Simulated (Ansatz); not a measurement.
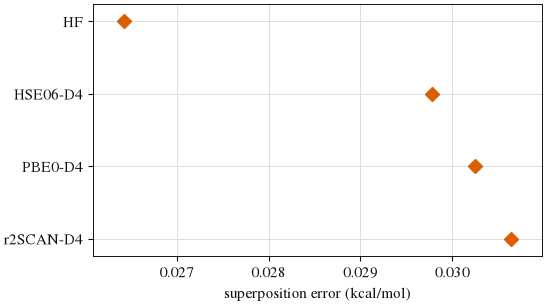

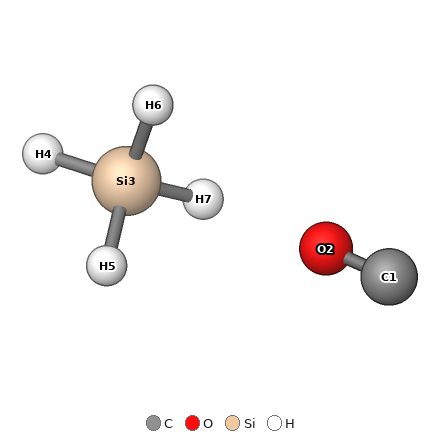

Basis-set superposition error of the pair CO and H₄Si (SMILES [C-]#[O+].[SiH4]) at one optimised PBE0-D4 geometry, drawn, with the closest contact O2···H5 3.34 Å and its like (H···H pairs aside; other arrangements can bind more strongly; the cost of deforming the partners isn't counted), def2-TZVPPD, the Ansatz code 0.2.0; cores frozen in correlated methods.

> What range do the values span?

From 0.03 kcal/mol (HF) to 0.03 kcal/mol (r2SCAN-D4).

> Give the values.

```tsv
level	kcal/mol
HF	0.03
HSE06-D4	0.03
PBE0-D4	0.03
r2SCAN-D4	0.03
```
